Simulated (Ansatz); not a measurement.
**HfO2 (Fm-3m) under uniaxial strain along [001]**

Aim: how do the optical modes of HfO2 (Fm-3m) shift and split under this strain?

Calculated with Ansatz 0.2.0; DFT LDA, scalar-relativistic, plane waves, PAW; PAW set soft_1.

## Step 1: Set-up

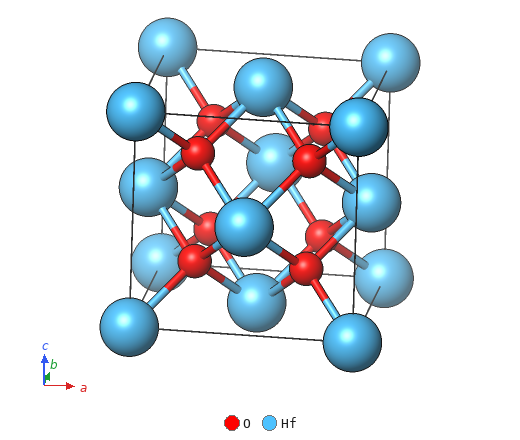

The starting structure, seen slightly off an axis (oxygen red, hafnium blue). This picture shows the conventional cell, with its axes. Some periodic images of atoms are drawn too.

## Step 2: A rough relaxation first

A rough relaxation comes first, because large forces or stress need no tight tolerances yet.

input.yaml

```yaml
crystal:
  lattice:
    - [0.0, 2.5575, 2.5575]
    - [2.5575, 0.0, 2.5575]
    - [2.5575, 2.5575, 0.0]
  atoms:
    - { symbol: O, position: [0.25, 0.25, 0.25] }
    - { symbol: O, position: [0.75, 0.75, 0.75] }
    - { symbol: Hf, position: [0.0, 0.0, 0.0] }
kpoints:
  mp_grid: { grid: [6, 6, 6] }
hamiltonian:
  xc: lda
  pseudopotentials: { kind: paw, azcp: { folder: soft_1 }, xc_functional: pbe }
scf:
  occupations: { method: gaussian, width: 0.1 }
output:
  forces: true
  stress: true
  eigenvalues: true
relax:
  adjacent_minimum: "off"
  f_tol: 0.05
  max_steps: 80
  cell: { stress_tol: 0.5 }
```

The run is started by

```sh
$ ansatz run input.yaml --threads 8 --pin off --max-ram 20480MiB --backend cpu --events-out ev --progress --plain --runs-dir out
```

Numbers of over 12 decimals in the logs are rounded to 6 here.

The program printed:

```text
The last accepted step is kept in <dir> (removed where the run ends without a failure and the disk answers)
Engine: ansatz 0.2.0, aarch64-unknown-linux-gnu
Pseudopotentials: kind: paw
Pseudopotential: O, paw, valence charge 6, recommended cutoff 420 eV (normal), soft_1/O.paw.azcp
Pseudopotential: Hf, paw, valence charge 26, recommended cutoff 420 eV (normal), soft_1/Hf.paw.azcp
Functional definition: SPW92
[...]
F+E_penalty+E_count = -16593.62036798 eV   max|allowed force component| = 1.523e-17 eV/Å   (the final SCF, on the basis selected at the relaxed cell)
  cell:  # Å, volume = 31.3312 Å³
    - [0, 2.502162, 2.502162]
    - [2.502162, 0, 2.502162]
    - [2.502162, 2.502162, 0]
  atoms:
    - { symbol: O, position: [0.25, 0.25, 0.25] }
    - { symbol: O, position: [0.750000, 0.75, 0.750000] }
    - { symbol: Hf, position: [0, 0, 0] }
[key lines of the parts left out:]
SCF converged after 5 iterations
Free energy (F): -16593.620368 eV
Fermi energy:    17.022478 eV
P = ⅓ Tr σ = -0.4324 GPa (-4.324 kbar)
```

Run time: 2.2 s. Hardware: 8 threads of Arm Neoverse N1, shared host; peak memory 0.32 GiB; 9.3 s of CPU time.

Relaxation path:

| step | energy less that of the first step (eV) | largest force component (eV/Å) | pressure (GPa) | volume (Å³) |
| --- | --- | --- | --- | --- |
| 1 | 0.0000 | 0.0000 | -16.46 | 33.46 |
| 2 | -0.1203 | 0.0000 | 5.06 | 30.80 |
| 3 | -0.1255 | 0.0000 | -0.50 | 31.38 |
| 4 | -0.1258 | 0.0000 | -0.01 | 31.33 |
| 5* | -0.1185 | 0.0000 | -0.43 | 31.33 |

Relaxation steps marked * repeat the geometry before them on a plane-wave basis chosen anew for their cell, so energy and pressure can jump there.

The run keeps the 48 symmetry operations that it works with, so distortions that break them were not tested.

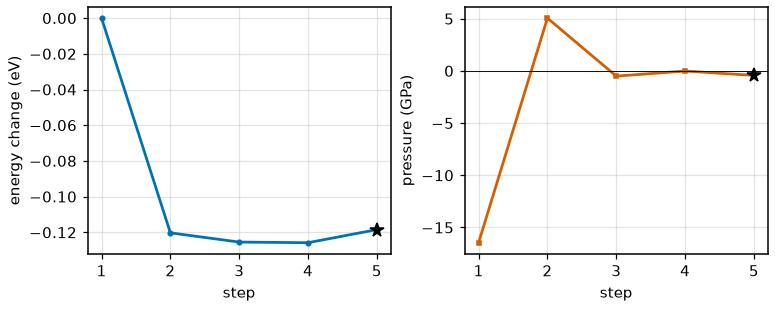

Energy and pressure along the relaxation. Stars mark steps on a basis chosen anew.

| conventional cell, symmetrised | before | after | change |
| --- | --- | --- | --- |
| a (Å) | 5.115 | 5.004 | -2.2 % |
| b (Å) | 5.115 | 5.004 | -2.2 % |
| c (Å) | 5.115 | 5.004 | -2.2 % |
| volume (Å³/atom) | 11.15 | 10.44 | -6.4 % |

The relaxed structure:

```
O Hf
1.0
     0.00000    2.50216    2.50216
     2.50216    0.00000    2.50216
     2.50216    2.50216    0.00000
O Hf
2 1
Direct
  0.25000 0.25000 0.25000
  0.75000 0.75000 0.75000
  0.00000 0.00000 0.00000
```

A gap read on the k-mesh alone can miss the band edges.

Numbers from this step:

- pressure: -0.4324 GPa
- gap on the k-mesh: 3.658 eV
- volume per atom: 10.44 Å³

In this step the volume went from 11.15 to 10.44 Å³/atom.

## Step 3: Relaxation

The cell and atoms are relaxed, since residual forces and stress would shift the frequencies.

input.yaml, the sections that differ from step 2:

```yaml
crystal:
  lattice:
    - [0.0, 2.5021624955, 2.5021624955]
    - [2.5021624955, 0.0, 2.5021624955]
    - [2.5021624955, 2.5021624955, 0.0]
  atoms:
    - { symbol: O, position: [0.25, 0.25, 0.25] }
    - { symbol: O, position: [0.75, 0.75, 0.75] }
    - { symbol: Hf, position: [0.0, 0.0, 0.0] }
kpoints:
  mp_grid: { grid: [8, 8, 8] }
scf:
  occupations: { method: gaussian, width: 0.02 }
relax:
  adjacent_minimum: "off"
  f_tol: 0.005
  max_steps: 80
  cell: { stress_tol: 0.05 }
# hamiltonian, output: as in step 2
```

The program printed:

```text
[...]
Crystal: 3 atoms, lattice volume = 31.331 Å³
Basis set: ecut = 420 eV, 609 PW (Γ)
Bands: 23, of which v1, the nominal top of the filled ones, is band 19 counted from 1 (18 counted from 0)
Symmetry: 48 space group operations
[...]
k-points: 29 of 512
[...]
k-point 28: bands = [... 15 lower, 12.5098, 12.5098, 13.6786, 14.9985, 20.0072, 20.3672, 22.5849, 22.5849]
--- Relaxed structure (3 steps of the walk, 3 accepted, 1 SCFs on fresh bases) ---
[...]
cell:  # Å, volume = 31.2840 Å³
    - [0, 2.500908, 2.500908]
    - [2.500908, 0, 2.500908]
    - [2.500908, 2.500908, 0]
  atoms:
    - { symbol: O, position: [0.25, 0.25, 0.25] }
    - { symbol: O, position: [0.750000, 0.750000, 0.750000] }
    - { symbol: Hf, position: [0, 0, 0] }
[key lines of the parts left out:]
SCF converged after 5 iterations
Free energy (F): -16593.620049 eV
Fermi energy:    17.054184 eV
P = ⅓ Tr σ = -0.0126 GPa (-0.126 kbar)
```

Elapsed: 2.2 s, on 8 threads; peak memory 0.34 GiB; 10 s of CPU time.

Little changed from the start: no atom moved by 0.005 Å and no cell edge by 0.1 %.

This step gave:

| Property | Result |
| --- | --- |
| pressure | -0.01258 GPa |
| gap on the k-mesh | 3.661 eV |
| volume per atom | 10.43 Å³ |

In this step the volume went from 10.44 to 10.43 Å³/atom.

## Step 4: Tight relaxation

Phonons need small forces and stress, so the relaxation is finished with tight tolerances on 8×8×8 k points.

input.yaml, the sections that differ from step 3:

```yaml
crystal:
  lattice:
    - [0.0, 2.5009076333, 2.5009076333]
    - [2.5009076333, 0.0, 2.5009076333]
    - [2.5009076333, 2.5009076333, 0.0]
  atoms:
    - { symbol: O, position: [0.25, 0.25, 0.25] }
    - { symbol: O, position: [0.75, 0.75, 0.75] }
    - { symbol: Hf, position: [0.0, 0.0, 0.0] }
scf:
  occupations: { method: fixed }
relax:
  adjacent_minimum: "off"
  f_tol: 0.001
  max_steps: 60
  cell: { stress_tol: 0.01 }
# kpoints, hamiltonian, output: as in step 3
```

The program printed:

```text
[...]
Crystal: 3 atoms, lattice volume = 31.284 Å³
Basis set: ecut = 420 eV, 609 PW (Γ)
Bands: 23, of which v1, the nominal top of the filled ones, is band 19 counted from 1 (18 counted from 0)
Symmetry: 48 space group operations
[...]
k-points: 29 of 512
[...]
k-point 28: bands = [... 15 lower, 12.5106, 12.5106, 13.6795, 14.9995, 20.0084, 20.3684, 22.5864, 22.5864]
--- Relaxed structure (2 steps of the walk, 2 accepted, 1 SCFs on fresh bases) ---
[...]
cell:  # Å, volume = 31.2825 Å³
    - [0, 2.500866, 2.500866]
    - [2.500866, 0, 2.500866]
    - [2.500866, 2.500866, 0]
  atoms:
    - { symbol: O, position: [0.25, 0.25, 0.25] }
    - { symbol: O, position: [0.750000, 0.750000, 0.750000] }
    - { symbol: Hf, position: [0, 0, 0] }
[key lines of the parts left out:]
SCF converged after 4 iterations
Free energy (F): -16593.620057 eV
Fermi energy:    15.224508 eV
P = ⅓ Tr σ = 0.0014 GPa (0.014 kbar)
```

Elapsed: 1.7 s, on 8 threads; peak memory 0.33 GiB.

Little changed from the start: no atom moved by 0.005 Å and no cell edge by 0.1 %.

Numbers from this step:

- pressure: 0.001431 GPa

The forces vanish by symmetry and the pressure is 0.001 GPa, within the tolerances set. The cell now holds 10.43 Å³/atom.

## Step 5: Zone-centre response at rest

The modes at rest are the reference of the series, and the response to a field gives the dielectric tensor and the Born charges.

input.yaml, the sections that differ from step 4:

```yaml
crystal:
  lattice:
    - [0.0, 2.5008662492, 2.5008662492]
    - [2.5008662492, 0.0, 2.5008662492]
    - [2.5008662492, 2.5008662492, 0.0]
  atoms:
    - { symbol: O, position: [0.25, 0.25, 0.25] }
    - { symbol: O, position: [0.75, 0.75, 0.75] }
    - { symbol: Hf, position: [0.0, 0.0, 0.0] }
output:
  eigenvalues: true
phonons:
  method: dfpt
  dielectric: true
  rigid_motions: translations
# kpoints, hamiltonian, scf: as in step 4
# relax: removed
```

The program printed:

```text
[...]
Crystal: 3 atoms, lattice volume = 31.282 Å³
Basis set: ecut = 420 eV, 609 PW (Γ), exchange–correlation on 48×48×48 points (8 copies of the dense FFT grid, shifted against one another)
Bands: 23, of which v1, the nominal top of the filled ones, is band 19 counted from 1 (18 counted from 0)
Symmetry: 48 space group operations
k-points: 95 of 512 (irreducible under 4 space group operations, time reversal used)
[...]
SCF iter   1: F=—  HF=-16594.311838 eV  |F-HF|=—  |Δ(HF+E_count)|=         —  Δρ=9.06e-2  dr2=1.96e0  ethr=3.10e-3  ⟨swp⟩=4.0  Hψ=7195  notcnv=0  defer=184
[...]
SCF iter   9: F=-16593.620059 eV  HF=-16593.620059 eV  |F-HF|=4.73e-11  |Δ(HF+E_count)|=  9.09e-11  Δρ=2.45e-7  dr2=2.00e-11  ethr=1.00e-12  ⟨swp⟩=8.4  Hψ=15013  notcnv=0
SCF 1 converged in 9 iterations: F = -16593.620059 eV  dr2 = 2.00e-11
[...]
DFPT response loops at Γ: preconditioner auto → none (the input reference at scf.mixing.eps_inf says where Resta's filter doesn't serve); β = 0.50; Broyden in place of MSR1
SCF converged after 9 iterations
Free energy (F): -16593.620059 eV
[...]
Internal energy: -16593.620059 eV  (E = F + TS)
E sigma→0 (E₀):  -16593.620059 eV
Fermi energy:    15.224507 eV
[...]
--- Band table (eV; the first three rows and the last of 95) ---
  k-point 0: bands = [... 15 lower, 9.4991, 14.5762, 14.5762, 14.5762, 18.9887, 18.9887, 21.1487, 26.0868]
  k-point 1: bands = [... 15 lower, 9.9831, 14.1086, 14.2603, 14.2603, 19.3145, 19.3145, 21.7498, 25.3066]
  k-point 2: bands = [... 15 lower, 11.0678, 13.1688, 13.7064, 13.7064, 19.7912, 19.7912, 22.3357, 24.7326]
  k-point 94: bands = [... 15 lower, 12.5106, 12.5106, 13.6795, 14.9995, 20.0084, 20.3684, 22.5864, 22.5864]
--- Phonons (Γ-DFPT): 2 representative perturbations + reference, on 95 of 512 k-points (Σ response iterations 9) ---
  k mesh reduced under 4 symmetry operations, with k and −k counted as one. Each operation leaves every solved perturbation unchanged. A smaller set is not considered because the run solves the response to a homogeneous field
  ASR residual: 1.112e-4 → 0.000e0 eV/Å²; symmetrization residual: 6.142e-7 eV/Å²
  ASR residual per site (eV/Å²): 2.88e-5 2.88e-5 1.11e-4
  Γ frequencies (cm⁻¹): 0.00 0.00 0.00 248.35 248.35 248.35 596.47 596.47 596.47
  ε∞ (high-frequency dielectric tensor):
        5.395184     0.000000    -0.000000
        0.000000     5.395184     0.000000
        0.000000     0.000000     5.395184
  ε⁰ (static dielectric tensor: ions relaxed, cell fixed):
       34.759922     0.000000     0.000000
        0.000000    34.759922     0.000000
        0.000000     0.000000    34.759922
  ε⁰ − ε∞ (ionic part):
       29.364738     0.000000     0.000000
        0.000000    29.364738     0.000000
        0.000000     0.000000    29.364738
  softest optical mode at Γ: 248.35 cm⁻¹; the repairs (sum rule, projections) moved no ω² at Γ by more than (0.76 cm⁻¹)²
  Born effective charges Z* (e; rows j = field, columns β = displacement):
    site 0:
        -2.79476    0.00000   -0.00000
        -0.00000   -2.79476   -0.00000
         0.00000    0.00000   -2.79476
    site 1:
        -2.79476    0.00000   -0.00000
         0.00000   -2.79476    0.00000
        -0.00000    0.00000   -2.79476
    site 2:
         5.58953   -0.00000    0.00000
         0.00000    5.58953    0.00000
        -0.00000   -0.00000    5.58953
  Z* charge neutrality: 2.393e-5 e pre-enforcement
  k-mesh period / interband length: 28.3 Å / 1.35 Å = 20.98 at k = (0.0000, 0.0000, 0.0000), direct gap 4.413 eV — 14 or more, which is no proof of convergence
  optical modes at Γ without the LO–TO term, one row a degenerate level:
      ω (cm⁻¹)  modes    IR ((D/Å)²/amu)
        248.35      3            79.6941
        596.47      3             0.0000
  optical modes at Γ + LO–TO along q̂ = [1.0000, 0.0000, 0.0000]:
      ω (cm⁻¹)  modes    IR ((D/Å)²/amu)
        248.35      2            53.1294
        596.47      3             0.0000
        630.38      1            26.5647
  optical modes at Γ + LO–TO along q̂ = [0.0000, 1.0000, 0.0000]:
      ω (cm⁻¹)  modes    IR ((D/Å)²/amu)
        248.35      2            53.1294
        596.47      3             0.0000
        630.38      1            26.5647
  optical modes at Γ + LO–TO along q̂ = [0.0000, 0.0000, 1.0000]:
      ω (cm⁻¹)  modes    IR ((D/Å)²/amu)
        248.35      2            53.1294
        596.47      3             0.0000
        630.38      1            26.5647
```

Elapsed: 11 s, on 8 threads; peak memory 0.58 GiB.

This step gave:

```
sum-rule residual before enforcement                    : 1.11e-4 eV/Å²
miss of the charge sum rule                             : 2.39e-5 e
point group                                             : m-3m
highest optical mode at the zone centre (no LO-TO term) : 596.5 cm⁻¹
lowest optical zone-centre mode                         : 248.3 cm⁻¹
mean high-frequency dielectric constant                 : 5.395
largest Born charge (third of the trace)                : 5.590 e
mean static dielectric constant                         : 34.76
top of the zone-centre spectrum with the field          : 630.4 cm⁻¹
```

Without the LO-TO term. Patterns of degenerate modes are one choice out of their space. The modes at Γ (shares of kinetic energy by element, %):

| mode | frequency (cm⁻¹) | symmetry | O % | Hf % |
| --- | --- | --- | --- | --- |
| 1 | 0.0 | acoustic | 15 | 85 |
| 2 | 0.0 | acoustic | 15 | 85 |
| 3 | 0.0 | acoustic | 15 | 85 |
| 4 | 248.3 | T1u | 85 | 15 |
| 5 | 248.3 | T1u | 85 | 15 |
| 6 | 248.3 | T1u | 85 | 15 |
| 7 | 596.5 | T2g | 100 | 0 |
| 8 | 596.5 | T2g | 100 | 0 |
| 9 | 596.5 | T2g | 100 | 0 |

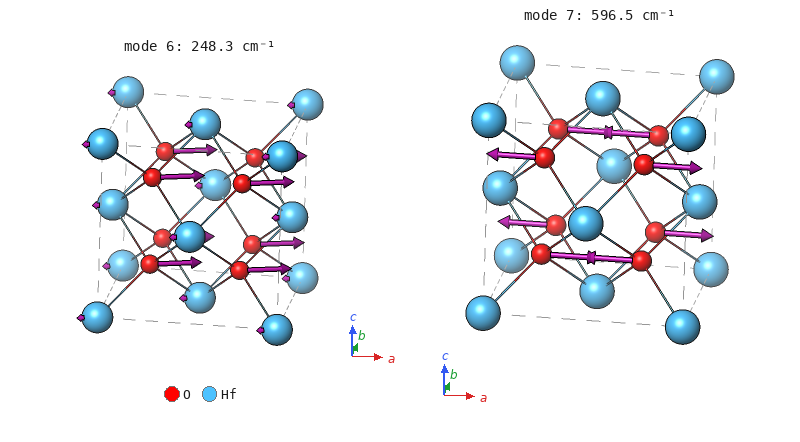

Displacement patterns of modes 6 and 7 at Γ; arrows are exaggerated. Some periodic images of atoms are drawn too.

Optical modes at the zone centre, without and with the macroscopic field of the longitudinal modes; each column is sorted by frequency, so a row need not hold one and the same mode. Modes with and without the field, by row:

| rank among optical modes | no field (cm⁻¹) | q along (1, 0, 0) (cm⁻¹) |
| --- | --- | --- |
| 1 | 248.3 | 248.3 |
| 2 | 248.3 | 248.3 |
| 3 | 248.3 | 596.5 |
| 4 | 596.5 | 596.5 |
| 5 | 596.5 | 596.5 |
| 6 | 596.5 | 630.4 |

Born charge (rows field, columns displacement) (e), principal values of the symmetric part by kind of site:

| atom | atoms with these values | low | middle | high | mean |
| --- | --- | --- | --- | --- | --- |
| O1 | 2 | -2.79 | -2.79 | -2.79 | -2.79 |
| Hf3 | 1 | 5.59 | 5.59 | 5.59 | 5.59 |

In full for Hf3:

```
5.59 0.00 0.00
0.00 5.59 0.00
0.00 0.00 5.59
```

High-frequency dielectric tensor:

```
5.40 0.00 0.00
0.00 5.40 0.00
0.00 0.00 5.40
```

Static dielectric tensor (ions relaxed, fixed cell):

```
34.76  0.00  0.00
 0.00 34.76  0.00
 0.00  0.00 34.76
```

Transverse modes. Infrared lines, with heights relative to the strongest:

| position (cm⁻¹) | label | relative intensity |
| --- | --- | --- |
| 248 | T1u | 100 |
| 596 | T2g | 0.0 |

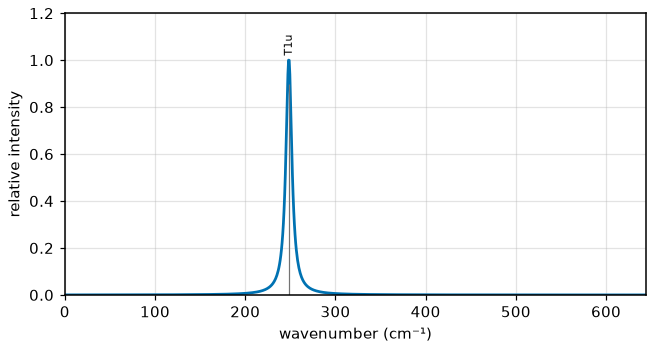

The infrared spectrum, broadened with Lorentzians of width 8 cm⁻¹; bars mark the lines.

Before it was imposed, the acoustic sum rule was missed by 1.1e-4 eV/Å² and the charge sum rule by 2.4e-5 e. Small misses are needed for a sound result but don't prove that mesh and cutoff are converged. The lowest optical mode is real, 248 cm⁻¹.

## Step 6: Relaxation of a member: uniaxial strain of +4 % along [001]

The cell takes a uniaxial strain of +4 % along [001]. The strained length and the angles are held, while the rest of the cell and the atoms relax.

input.yaml, the sections that differ from step 5:

```yaml
crystal:
  lattice:
    - [0.0, 2.489266107, 2.6009008992]
    - [2.489266107, 0.0, 2.6009008992]
    - [2.489266107, 2.489266107, 0.0]
  atoms:
    - { symbol: O, position: [0.25, 0.25, 0.25] }
    - { symbol: O, position: [0.75, 0.75, 0.75] }
    - { symbol: Hf, position: [0.0, 0.0, 0.0] }
  conventional_axes: [[-1, 1, 1], [1, -1, 1], [1, 1, -1]]
output:
  forces: true
  stress: true
  eigenvalues: true
relax:
  adjacent_minimum: "off"
  f_tol: 0.001
  max_steps: 60
  cell: { stress_tol: 0.01, fix: [c, angles] }
# kpoints, hamiltonian, scf: as in step 5
# phonons: removed
```

The program printed:

```text
[...]
Crystal: 3 atoms, lattice volume = 32.233 Å³
Basis set: ecut = 420 eV, 625 PW (Γ)
Bands: 23, of which v1, the nominal top of the filled ones, is band 19 counted from 1 (18 counted from 0)
Symmetry: 16 space group operations
[...]
k-points: 59 of 512
[...]
--- Relaxed structure (4 steps of the walk, 4 accepted, 2 SCFs on fresh bases) ---
[...]
cell:  # Å, volume = 32.1418 Å³
    - [0.0, 2.485753, 2.6009008992]
    - [2.485753, 0.0, 2.6009008992]
    - [2.485753, 2.485753, 0.0]
  atoms:
    - { symbol: O, position: [0.250000, 0.250000, 0.250000] }
    - { symbol: O, position: [0.750000, 0.750000, 0.750000] }
    - { symbol: Hf, position: [0, 0, 0] }
[key lines of the parts left out:]
SCF converged after 5 iterations
Free energy (F): -16593.535597 eV
Fermi energy:    14.873982 eV
P = ⅓ Tr σ = -7.1431 GPa (-71.431 kbar)
```

Wall time 4.8 s (8 threads); peak memory 0.37 GiB.

The steps of the relaxation:

| step | energy less that of the first step (eV) | largest force component (eV/Å) | pressure (GPa) | volume (Å³) |
| --- | --- | --- | --- | --- |
| 1 | 0.0000 | 0.0000 | -7.85 | 32.23 |
| 2 | -0.0009 | 0.0000 | -6.85 | 32.11 |
| 3 | -0.0007 | 0.0000 | -7.14 | 32.14 |
| 4* | -0.0002 | 0.0000 | -7.16 | 32.14 |
| 5 | -0.0002 | 0.0000 | -7.14 | 32.14 |
| 6* | -0.0002 | 0.0000 | -7.14 | 32.14 |

Relaxation steps marked * repeat the geometry before them on a plane-wave basis chosen anew for their cell, so energy and pressure can jump there.

Forces are held to the 16 operations that the run works with; a distortion that breaks them can't arise in this run.

| conventional cell, symmetrised | before | after | change |
| --- | --- | --- | --- |
| a (Å) | 3.520 | 3.515 | -0.1 % |
| b (Å) | 3.520 | 3.515 | -0.1 % |
| c (Å) | 5.202 | 5.202 | +0.0 % |
| volume (Å³/atom) | 10.74 | 10.71 | -0.3 % |

The relaxed structure:

```xyz
3
Lattice="0.0000 2.4858 2.6009 2.4858 0.0000 2.6009 2.4858 2.4858 0.0000" Properties=species:S:1:pos:R:3 pbc="T T T"
O     1.2429    1.2429    1.3005
O     3.7286    3.7286    3.9014
Hf    0.0000    0.0000    0.0000
```

This step gave:

```yaml
pressure: -7.143 GPa
gap_on_the_k_mesh: 3.172 eV
volume_per_atom: 10.71 Å³
```

The forces vanish by symmetry.

[end of part 1 of 2]

[Logs are printed without paths, hosts, clocks, repeated set-up lines and the standing remarks that a program may print on its own settings, such as how far it seeks lower states.]

[Hosts, paths, dates, database ids (printed as entryN), source tags and the programs' standing remarks are cut or masked in the printed files.]
